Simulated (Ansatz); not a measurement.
# AsBFH3: single points with varied inputs

How do the results and run time of AsBFH3 respond when the settings are drawn wide?

Program: Ansatz 0.2.0, Gaussian basis. Level of theory: the settings change from run to run. These are calculated values, not measurements.

### Step 1. The molecule

The structure was relaxed beforehand with PBE0-D4 in a triple-zeta def2 set.

6 atoms, charge 0, spin multiplicity 1.

Atoms are counted from 1 here; the program's logs count them from 0.

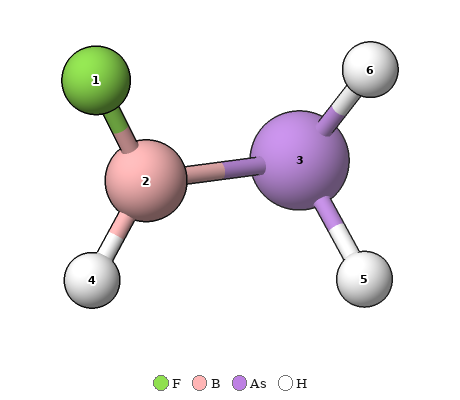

The structure; fluorine green, boron pink, arsenic purple, hydrogen white; atoms are numbered from 1 in the order of the file.

### Step 2. r2SCAN50/def2-SVPD

This run has relativity set to scalar.

in.yaml reads:

```yaml
crystal:
  periodic: [false, false, false]
  atoms:
    - {symbol: F, position_ang: [-1.860991, -0.268242, 0.256031]}
    - {symbol: B, position_ang: [-0.693083, -0.481899, -0.319535]}
    - {symbol: As, position_ang: [0.750095, 0.941733, -0.243930]}
    - {symbol: H, position_ang: [-0.563869, -1.486983, -0.961191]}
    - {symbol: H, position_ang: [1.865610, -0.055557, 0.003648]}
    - {symbol: H, position_ang: [0.544339, 1.286950, 1.218676]}
basis:
  gaussian: {orbitals: def2-SVPD}
hamiltonian: {xc: {name: r2SCAN50}, pseudopotentials: {relativity: scalar}}
output: {forces: true}
```

Started as:

```console
$ ansatz run in.yaml --threads 2 --pin off --events-out ev --progress --plain --max-ram 4352MiB
```

The log of the run, cut to the lines that bear on the results:

```text
Functional definition: r2SCAN50
  name "r2SCAN50"
  cite "Bursch, Neugebauer, Ehlert & Grimme, J. Chem. Phys. 156, 134105 (2022) doi:10.1063/5.0086040"
  cite "Furness, Kaplan, Ning, Perdew & Sun, J. Phys. Chem. Lett. 11, 8208 (2020) doi:10.1021/acs.jpclett.0c02405"
  cite "Furness, Kaplan, Ning, Perdew & Sun, J. Phys. Chem. Lett. 11, 9248 (2020) doi:10.1021/acs.jpclett.0c03077"
  parent r2scan
[...]
1013 factors; integrals over basis functions are off by at most 1.0e-3 eV
[...]
mean field -64802.08196553 eV, -2381.4325878045 hartree, gradient 4.8e-5 eV, S^2 0.000000; 0 other end points of the search recorded, 0 dependent functions left out
[...]
reference -64802.08197284 eV, -2381.4325880733 hartree; 25, 25 occupied and 80, 80 virtual orbitals, 1013 factors
Total energy: -64802.08197284 eV, -2381.4325880733 hartree
Relativity: scalar
Atom 0 at    -1.860991    -0.268242     0.256031 Å, force     0.241850    -0.010436    -0.095415 eV/Å
Atom 1 at    -0.693083    -0.481899    -0.319535 Å, force    -0.050354     0.128550     0.067053 eV/Å
Atom 2 at     0.750095     0.941733    -0.243930 Å, force     0.008755    -0.247483     0.327207 eV/Å
Atom 3 at    -0.563869    -1.486983    -0.961191 Å, force    -0.010631     0.024876     0.030031 eV/Å
Atom 4 at     1.865610    -0.055557     0.003648 Å, force    -0.226987     0.194205    -0.037672 eV/Å
Atom 5 at     0.544339     1.286950     1.218676 Å, force     0.037366    -0.089712    -0.291204 eV/Å
Dipole moment:     0.148659    -0.086426    -0.008560 e Å
```

It took 3.3 s on 2 threads of Arm Neoverse V2, shared host.

Largest force 0.410 eV/Å, dipole 0.83 D.

### Step 3. wB97M-V/STO-3G

Changes to in.yaml since step 2:

```diff
@@ -10,4 +10,4 @@
 basis:
-  gaussian: {orbitals: def2-SVPD}
-hamiltonian: {xc: {name: r2SCAN50}, pseudopotentials: {relativity: scalar}}
+  gaussian: {orbitals: STO-3G}
+hamiltonian: {xc: {name: wB97M-V}}
 output: {forces: true}
```

Same command.

The log of the run, cut to the lines that bear on the results:

```text
Functional definition: wB97M-V
  name "wB97M-V"
  cite "Mardirossian & Head-Gordon, J. Chem. Phys. 144, 214110 (2016) doi:10.1063/1.4952647"
  cite "Becke, J. Chem. Phys. 107, 8554 (1997) doi:10.1063/1.475007"
  cite "Vydrov & Van Voorhis, J. Chem. Phys. 133, 244103 (2010) doi:10.1063/1.3521275"
  # Of w^i u^j: cxij and so on, Table III.
[...]
  gx(w, u) = 1 - cx + cx01*u + cx10*w
  gss(w, u) = css00 + css04*u^4 + css10*w + css20*w^2 + css43*w^4*u^3
  gos(w, u) = cos00 + cos10*w + (cos20 + cos21*u)*w^2 + (cos60 + cos61*u)*w^6
[...]
      + integral(e_c_pw_mod_opposite_spin*gos(b97_w_opposite, b97_u_opposite)) + vv10(b, c)
359 factors; integrals over basis functions are off by at most 6.3e-5 eV
110 factors; integrals over basis functions are off by at most 9.9e-7 eV
[...]
mean field -63550.97852907 eV, -2335.4553845430 hartree, gradient 2.9e-5 eV, S^2 0.000000; 0 other end points of the search recorded, 0 dependent functions left out
[...]
reference -63550.97855071 eV, -2335.4553853382 hartree; 25, 25 occupied and 6, 6 virtual orbitals, 359 factors
Total energy: -63550.97855071 eV, -2335.4553853382 hartree
Atom 0 at    -1.860991    -0.268242     0.256031 Å, force     0.450491    -0.229633    -0.226605 eV/Å
Atom 1 at    -0.693083    -0.481899    -0.319535 Å, force     0.073523     0.485378    -0.037759 eV/Å
Atom 2 at     0.750095     0.941733    -0.243930 Å, force     0.175724    -1.284797     1.226414 eV/Å
Atom 3 at    -0.563869    -1.486983    -0.961191 Å, force     0.032240     0.510259     0.360498 eV/Å
Atom 4 at     1.865610    -0.055557     0.003648 Å, force    -0.969419     0.907315    -0.106560 eV/Å
Atom 5 at     0.544339     1.286950     1.218676 Å, force     0.237442    -0.388521    -1.215988 eV/Å
Dipole moment:    -0.064467    -0.122672     0.181755 e Å
```

It took 1.9 s on 2 threads of Arm Neoverse V2, shared host.

Largest force 1.785 eV/Å, dipole 1.10 D.

### Step 4. PBE0-DH/ANO-RCC-VTZP

Options: multiplicity 3, a grid of angular degree 47.

Changes to in.yaml since step 3:

```diff
@@ -10,4 +10,4 @@
 basis:
-  gaussian: {orbitals: STO-3G}
-hamiltonian: {xc: {name: wB97M-V}}
-output: {forces: true}
+  gaussian: {orbitals: ANO-RCC-VTZP, final_grid: {core_spheres: 20, valence_spheres: 16, degree: 47}}
+magnetization: {spin_polarized: true, initial_magnetization: 2}
+hamiltonian: {xc: {name: PBE0-DH}}
```

The command is unchanged.

The log of the run, cut to the lines that bear on the results:

```text
Functional definition: PBE0-DH
  name "PBE0-DH"
  cite "Brémond & Adamo, J. Chem. Phys. 135, 024106 (2011) doi:10.1063/1.3604569"
  cite "Perdew, Burke & Ernzerhof, Phys. Rev. Lett. 77, 3865 (1996) doi:10.1103/PhysRevLett.77.3865"
[...]
911 factors; integrals over basis functions are off by at most 1.1e-3 eV
[...]
mean field -64945.43056419 eV, -2386.7005516399 hartree, gradient 5.3e-6 eV, S^2 2.012531; 2 other end points of the search recorded, 0 dependent functions left out
11 core orbitals not correlated: weight in the atoms' cores, before any rotation towards them, 1.000 or more for the frozen orbitals, at most 0.000 for the correlated occupied ones
reference -64945.43059594 eV, -2386.7005528070 hartree; 15, 13 occupied and 119, 121 virtual orbitals, 911 factors
second order -18.33179354 eV of doubles, -0.00000000 eV of singles
Total energy: -64947.72207014 eV, -2386.7847629304 hartree
Relativity: scalar
```

It took 15 s on 2 threads of Arm Neoverse V2, shared host; peak memory 0.43 GiB.

⟨S²⟩ 2.013.

### Step 5. BLYP/STO-3G

Set apart from the defaults: multiplicity 3, D3(BJ) dispersion.

Changes to in.yaml since step 4:

```diff
@@ -10,4 +10,5 @@
 basis:
-  gaussian: {orbitals: ANO-RCC-VTZP, final_grid: {core_spheres: 20, valence_spheres: 16, degree: 47}}
+  gaussian: {orbitals: STO-3G}
 magnetization: {spin_polarized: true, initial_magnetization: 2}
-hamiltonian: {xc: {name: PBE0-DH}}
+hamiltonian: {xc: {name: BLYP}, dispersion: d3bj}
+output: {forces: true}
```

The command is unchanged.

The log of the run, cut to the lines that bear on the results:

```text
Functional definition: BLYP
  name "BLYP"
  cite "Becke, Phys. Rev. A 38, 3098 (1988) doi:10.1103/PhysRevA.38.3098"
  cite "Lee, Yang & Parr, Phys. Rev. B 37, 785 (1988) doi:10.1103/PhysRevB.37.785"
[...]
359 factors; integrals over basis functions are off by at most 6.3e-5 eV
[...]
mean field -63539.68292262 eV, -2335.0402786625 hartree, gradient 3.2e-5 eV, S^2 2.001284; 1 other end points of the search recorded, 0 dependent functions left out
[...]
reference -63539.68311176 eV, -2335.0402856131 hartree; 26, 24 occupied and 5, 7 virtual orbitals, 359 factors
Total energy: -63539.88860704 eV, -2335.0478374252 hartree
Atom 0 at    -1.860991    -0.268242     0.256031 Å, force    -3.146870     0.923179     1.534448 eV/Å
Atom 1 at    -0.693083    -0.481899    -0.319535 Å, force     2.583297    -1.104013    -1.477104 eV/Å
Atom 2 at     0.750095     0.941733    -0.243930 Å, force    -0.067579    -0.857518     0.359008 eV/Å
Atom 3 at    -0.563869    -1.486983    -0.961191 Å, force     0.467848     0.490275    -0.061810 eV/Å
Atom 4 at     1.865610    -0.055557     0.003648 Å, force    -0.097073     0.571109    -0.020215 eV/Å
Atom 5 at     0.544339     1.286950     1.218676 Å, force     0.260378    -0.023033    -0.334326 eV/Å
Dipole moment:     0.180225     0.237137     0.145298 e Å
```

Run time: 0.7 s. Hardware: 2 threads of Arm Neoverse V2, shared host.

Largest force 3.621 eV/Å, dipole 1.59 D, ⟨S²⟩ 2.001.

### Step 6. BLYP/cc-pVTZ-DK

This run has D3(BJ) dispersion, relativity set to none, the search for lower states set to full.

Changes to in.yaml since step 5:

```diff
@@ -10,5 +10,5 @@
 basis:
-  gaussian: {orbitals: STO-3G}
-magnetization: {spin_polarized: true, initial_magnetization: 2}
-hamiltonian: {xc: {name: BLYP}, dispersion: d3bj}
+  gaussian: {orbitals: cc-pVTZ-DK}
+hamiltonian: {xc: {name: BLYP}, dispersion: d3bj, pseudopotentials: {relativity: none}}
+scf: {lower_state_search: full}
 output: {forces: true}
```

The command is unchanged.

The log of the run, cut to the lines that bear on the results:

```text
Functional definition: BLYP
  name "BLYP"
  cite "Becke, Phys. Rev. A 38, 3098 (1988) doi:10.1103/PhysRevA.38.3098"
  cite "Lee, Yang & Parr, Phys. Rev. B 37, 785 (1988) doi:10.1103/PhysRevB.37.785"
[...]
913 factors; their error is unknown
[...]
mean field -63869.42045270 eV, -2347.1579093886 hartree, gradient 5.4e-5 eV, S^2 0.000000; 0 other end points of the search recorded, 0 dependent functions left out
[...]
reference -63869.42075034 eV, -2347.1579203266 hartree; 25, 25 occupied and 120, 120 virtual orbitals, 913 factors
WARN: the results are in doubt because the basis set is contracted for relativity, which is off
Total energy: -63869.62624561 eV, -2347.1654721387 hartree
Atom 0 at    -1.860991    -0.268242     0.256031 Å, force    -0.599626    -0.056342     0.212480 eV/Å
Atom 1 at    -0.693083    -0.481899    -0.319535 Å, force     1.666357     1.120560    -0.003163 eV/Å
Atom 2 at     0.750095     0.941733    -0.243930 Å, force     0.388038    -1.768557     2.075928 eV/Å
Atom 3 at    -0.563869    -1.486983    -0.961191 Å, force    -0.040049    -0.014283     0.007997 eV/Å
Atom 4 at     1.865610    -0.055557     0.003648 Å, force    -1.884664     1.582914    -0.066155 eV/Å
Atom 5 at     0.544339     1.286950     1.218676 Å, force     0.469944    -0.864292    -2.227088 eV/Å
Dipole moment:     0.099920    -0.059903     0.012366 e Å
In doubt: the basis set is contracted for relativity, which is off
```

It took 1.5 s on 2 threads of Arm Neoverse V2, shared host.

Largest force 2.755 eV/Å, dipole 0.56 D. The log holds a warning on this run.

### Step 7. CAM-B3LYP/def2-mTZVPP

Options: charge +1, multiplicity 2, D3(BJ) with three-body dispersion.

Changes to in.yaml since step 6:

```diff
@@ -10,5 +10,6 @@
 basis:
-  gaussian: {orbitals: cc-pVTZ-DK}
-hamiltonian: {xc: {name: BLYP}, dispersion: d3bj, pseudopotentials: {relativity: none}}
-scf: {lower_state_search: full}
+  gaussian: {orbitals: def2-mTZVPP}
+total_charge: 1
+magnetization: {spin_polarized: true, initial_magnetization: 1}
+hamiltonian: {xc: {name: CAM-B3LYP}, dispersion: d3bjatm}
 output: {forces: true}
```

The command is unchanged.

The log of the run, cut to the lines that bear on the results:

```text
Functional definition: CAM-B3LYP
  name "CAM-B3LYP"
  cite "Yanai, Tew & Handy, Chem. Phys. Lett. 393, 51 (2004) doi:10.1016/j.cplett.2004.06.011"
  cite "Iikura, Tsuneda, Yanai & Hirao, J. Chem. Phys. 115, 3540 (2001) doi:10.1063/1.1383587"
  cite "Becke, Phys. Rev. A 38, 3098 (1988) doi:10.1103/PhysRevA.38.3098"
  cite "Lee, Yang & Parr, Phys. Rev. B 37, 785 (1988) doi:10.1103/PhysRevB.37.785"
  cite "Vosko, Wilk & Nusair, Can. J. Phys. 58, 1200 (1980) doi:10.1139/p80-159"
[...]
  # Exact exchange under (alpha + beta erf(omega r))/r, Becke's under what is left of 1/r.
[...]
904 factors; integrals over basis functions are off by at most 1.1e-3 eV
262 factors; integrals over basis functions are off by at most 1.1e-5 eV
[...]
mean field -64278.00644995 eV, -2362.1731678382 hartree, gradient 5.3e-5 eV, S^2 0.756414; 0 other end points of the search recorded, 0 dependent functions left out
[...]
reference -64278.00655052 eV, -2362.1731715341 hartree; 25, 24 occupied and 69, 70 virtual orbitals, 904 factors
Total energy: -64278.08137969 eV, -2362.1759214552 hartree
Atom 0 at    -1.860991    -0.268242     0.256031 Å, force     2.025456     0.109651    -0.468037 eV/Å
Atom 1 at    -0.693083    -0.481899    -0.319535 Å, force    -3.748192    -0.748469    -0.507433 eV/Å
Atom 2 at     0.750095     0.941733    -0.243930 Å, force     0.524588    -0.646125     1.394168 eV/Å
Atom 3 at    -0.563869    -1.486983    -0.961191 Å, force     0.630027     0.148291     0.240708 eV/Å
Atom 4 at     1.865610    -0.055557     0.003648 Å, force     0.354320     0.537690    -0.400547 eV/Å
Atom 5 at     0.544339     1.286950     1.218676 Å, force     0.213801     0.598962    -0.258858 eV/Å
Dipole moment:     0.388403    -0.060033    -0.082296 e Å
```

Wall time 3.1 s (2 threads of Arm Neoverse V2, shared host); peak memory 0.26 GiB.

Largest force 3.856 eV/Å, ⟨S²⟩ 0.756.

### Step 8. SPW92/aug-cc-pVDZ

Options: coordinates scaled by 1.25.

in.yaml reads:

```yaml
crystal:
  periodic: [false, false, false]
  atoms:
    - {symbol: F, position_ang: [-2.326239, -0.335303, 0.320039]}
    - {symbol: B, position_ang: [-0.866354, -0.602374, -0.399419]}
    - {symbol: As, position_ang: [0.937618, 1.177167, -0.304912]}
    - {symbol: H, position_ang: [-0.704837, -1.858729, -1.201488]}
    - {symbol: H, position_ang: [2.332013, -0.069446, 0.004560]}
    - {symbol: H, position_ang: [0.680424, 1.608687, 1.523345]}
basis:
  gaussian: {orbitals: aug-cc-pVDZ}
hamiltonian: {xc: {name: SPW92}}
```

The command is unchanged.

The log of the run:

```text
Functional definition: SPW92
  name "SPW92"
  cite "Dirac, Proc. Camb. Phil. Soc. 26, 376 (1930) doi:10.1017/S0305004100016108"
  cite "Slater, Phys. Rev. 81, 385 (1951) doi:10.1103/PhysRev.81.385"
  cite "Perdew & Wang, Phys. Rev. B 45, 13244 (1992) doi:10.1103/PhysRevB.45.13244"
  exchange = slater_x
  correlation = pw_c
1013 factors; their error is unknown
mean field evaluation 1: about -64162.7916 eV, gradient 2.9e1 eV
mean field evaluation 2: about -64143.8998 eV, gradient 1.1e2 eV
mean field evaluation 4: about -64164.1436 eV, gradient 8.7e0 eV
mean field evaluation 8: about -64164.4419 eV, gradient 7.4e-2 eV
mean field evaluation 16: about -64164.4103 eV, gradient 4.6e-5 eV
mean field -64164.41030939 eV, -2357.9985866709 hartree, gradient 4.6e-5 eV, S^2 0.000000; 0 other end points of the search recorded, 0 dependent functions left out
reference -64164.41038373 eV, -2357.9985894025 hartree; 25, 25 occupied and 84, 84 virtual orbitals, 1013 factors
Total energy: -64164.41038373 eV, -2357.9985894025 hartree
```

Run time: 0.7 s. Hardware: 2 threads of Arm Neoverse V2, shared host.

### Step 9. wPBEh/def2-TZVPP

in.yaml reads:

```yaml
crystal:
  periodic: [false, false, false]
  atoms:
    - {symbol: F, position_ang: [-1.860991, -0.268242, 0.256031]}
    - {symbol: B, position_ang: [-0.693083, -0.481899, -0.319535]}
    - {symbol: As, position_ang: [0.750095, 0.941733, -0.243930]}
    - {symbol: H, position_ang: [-0.563869, -1.486983, -0.961191]}
    - {symbol: H, position_ang: [1.865610, -0.055557, 0.003648]}
    - {symbol: H, position_ang: [0.544339, 1.286950, 1.218676]}
basis:
  gaussian: {orbitals: def2-TZVPP}
hamiltonian: {xc: {name: wPBEh}}
output: {forces: true}
```

Launched as before.

The log of the run, cut to the lines that bear on the results:

```text
Functional definition: wPBEh
  name "wPBEh"
  cite "Heyd, Scuseria & Ernzerhof, J. Chem. Phys. 118, 8207 (2003) doi:10.1063/1.1564060"
  cite "Krukau, Vydrov, Izmaylov & Scuseria, J. Chem. Phys. 125, 224106 (2006) doi:10.1063/1.2404663"
  cite "Heyd & Scuseria, J. Chem. Phys. 120, 7274 (2004) doi:10.1063/1.1668634"
  cite "Ernzerhof & Perdew, J. Chem. Phys. 109, 3313 (1998) doi:10.1063/1.476928"
  cite "Perdew, Burke & Ernzerhof, Phys. Rev. Lett. 77, 3865 (1996) doi:10.1103/PhysRevLett.77.3865"
  parent pbe
[...]
925 factors; their error is unknown
76 factors; integrals over basis functions are off by at most 6.0e-7 eV
[...]
mean field -64274.90140654 eV, -2362.0590595974 hartree, gradient 4.0e-5 eV, S^2 0.000000; 0 other end points of the search recorded, 0 dependent functions left out
[...]
reference -64274.90144288 eV, -2362.0590609330 hartree; 25, 25 occupied and 127, 127 virtual orbitals, 925 factors
Total energy: -64274.90144288 eV, -2362.0590609330 hartree
Atom 0 at    -1.860991    -0.268242     0.256031 Å, force    -0.033544    -0.000304     0.010631 eV/Å
Atom 1 at    -0.693083    -0.481899    -0.319535 Å, force     0.015680    -0.042675    -0.025627 eV/Å
Atom 2 at     0.750095     0.941733    -0.243930 Å, force     0.015957     0.018151    -0.006457 eV/Å
Atom 3 at    -0.563869    -1.486983    -0.961191 Å, force    -0.006445     0.023713     0.014023 eV/Å
Atom 4 at     1.865610    -0.055557     0.003648 Å, force     0.005493    -0.001190     0.002221 eV/Å
Atom 5 at     0.544339     1.286950     1.218676 Å, force     0.002858     0.002306     0.005208 eV/Å
Dipole moment:     0.129632    -0.073632     0.004980 e Å
```

Run time: 2.6 s. Hardware: 2 threads of Arm Neoverse V2, shared host; peak memory 0.3 GiB.

Largest force 0.052 eV/Å, dipole 0.72 D.

### Step 10. B97M-V/def2-SVP

Options: multiplicity 3, restricted open-shell orbitals, coordinates scaled by 0.96.

in.yaml reads:

```yaml
crystal:
  periodic: [false, false, false]
  atoms:
    - {symbol: F, position_ang: [-1.786551, -0.257513, 0.245790]}
    - {symbol: B, position_ang: [-0.665360, -0.462624, -0.306754]}
    - {symbol: As, position_ang: [0.720091, 0.904064, -0.234172]}
    - {symbol: H, position_ang: [-0.541315, -1.427504, -0.922743]}
    - {symbol: H, position_ang: [1.790986, -0.053335, 0.003502]}
    - {symbol: H, position_ang: [0.522565, 1.235472, 1.169929]}
basis:
  gaussian: {orbitals: def2-SVP}
magnetization: {spin_polarized: false, initial_magnetization: 2}
hamiltonian: {xc: {name: B97M-V}}
output: {forces: true}
```

The command is unchanged.

The log of the run, cut to the lines that bear on the results:

```text
Functional definition: B97M-V
  name "B97M-V"
  cite "Mardirossian & Head-Gordon, J. Chem. Phys. 142, 074111 (2015) doi:10.1063/1.4907719"
  cite "Becke, J. Chem. Phys. 107, 8554 (1997) doi:10.1063/1.475007"
  cite "Vydrov & Van Voorhis, J. Chem. Phys. 133, 244103 (2010) doi:10.1063/1.3521275"
  # Of w^i u^j: cxij and so on, Table III.
[...]
  gx(w, u) = cx00 + cx01*u + cx02*u^2 + (cx10 + cx11*u)*w
  gss(w, u) = css00 + css02*u^2 + css10*w + (css32*w^3 + css42*w^4)*u^2
  gos(w, u) = cos00 + cos01*u + cos03*u^3 + cos10*w + cos32*w^3*u^2
[...]
      + integral(e_c_pw_mod_opposite_spin*gos(b97_w_opposite, b97_u_opposite)) + vv10(b, c)
839 factors; their error is unknown
[...]
mean field -64257.42901085 eV, -2361.4169608989 hartree, gradient 3.8e-5 eV, S^2 2.000000; 3 other end points of the search recorded, 0 dependent functions left out
[...]
reference -64257.42905517 eV, -2361.4169625278 hartree; 26, 24 occupied and 49, 51 virtual orbitals, 839 factors
Total energy: -64257.42905517 eV, -2361.4169625278 hartree
Atom 0 at    -1.786551    -0.257513     0.245790 Å, force    -3.849840     1.233092     2.049672 eV/Å
Atom 1 at    -0.665360    -0.462624    -0.306754 Å, force     0.953422    -0.959191    -1.429575 eV/Å
Atom 2 at     0.720091     0.904064    -0.234172 Å, force     0.110987     0.672844    -1.255784 eV/Å
Atom 3 at    -0.541315    -1.427504    -0.922743 Å, force     1.011680    -1.308508    -1.080032 eV/Å
Atom 4 at     1.790986    -0.053335     0.003502 Å, force     1.740434    -0.522137    -0.015318 eV/Å
Atom 5 at     0.522565     1.235472     1.169929 Å, force     0.033317     0.883900     1.731037 eV/Å
Dipole moment:     0.457101     0.325130    -0.017428 e Å
```

It took 8.5 s on 2 threads of Arm Neoverse V2, shared host.

Largest force 4.532 eV/Å, dipole 2.70 D.

### Step 11. The runs in one table

```tsv
level	charge	multiplicity	geometry	functions	energy (eV)	time
r2SCAN50/def2-SVPD	0	1	relaxed	105	-64802.082	3.3 s
wB97M-V/STO-3G	0	1	relaxed	31	-63550.979	1.9 s
PBE0-DH/ANO-RCC-VTZP	0	3	relaxed	145	-64947.722	15 s
BLYP/STO-3G	0	3	relaxed	31	-63539.889	0.7 s
BLYP/cc-pVTZ-DK	0	1	relaxed	145	-63869.626	1.5 s
CAM-B3LYP/def2-mTZVPP	1	2	relaxed	94	-64278.081	3.1 s
SPW92/aug-cc-pVDZ	0	1	scaled	109	-64164.410	0.7 s
wPBEh/def2-TZVPP	0	1	relaxed	152	-64274.901	2.6 s
B97M-V/def2-SVP	0	3	scaled	75	-64257.429	8.5 s
```

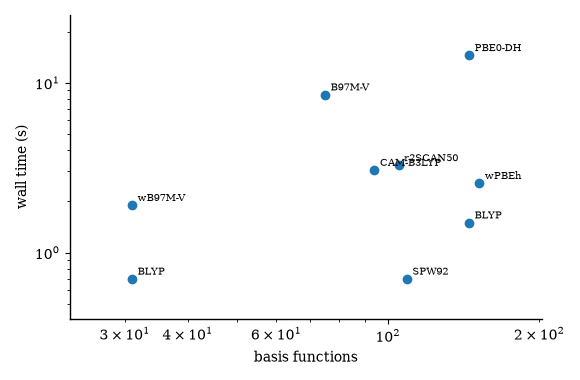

Wall time against the number of basis functions (shared host).

### Step 12. Results

| quantity | value |
| --- | --- |
| runs | 9 |
| quickest | BLYP/STO-3G, 0.7 s |
| slowest | PBE0-DH/ANO-RCC-VTZP, 15 s |
| spread of total energies, same state and geometry | 1251.1 eV |
| dipole, same state and geometry | 0.72 to 1.10 D |

**Reading.** Run time spans a factor of 21, from BLYP/STO-3G to PBE0-DH/ANO-RCC-VTZP. The jobs differ in tasks and options as well as level. Total energies at one charge and spin differ by 1251 eV between levels, so only differences within one level mean anything. Some of these runs are scalar-relativistic and others not, which shifts the totals of all-electron atoms past neon by eV; core potentials, where a basis has them, take the core out of the total altogether. At the PBE0-D4/def2-TZVP geometry and in the same state, runs without warnings or point charges leave forces up to 1.78 eV/Å (wB97M-V/STO-3G). At that geometry and state the dipole changes by 53 % between the lowest and highest value.
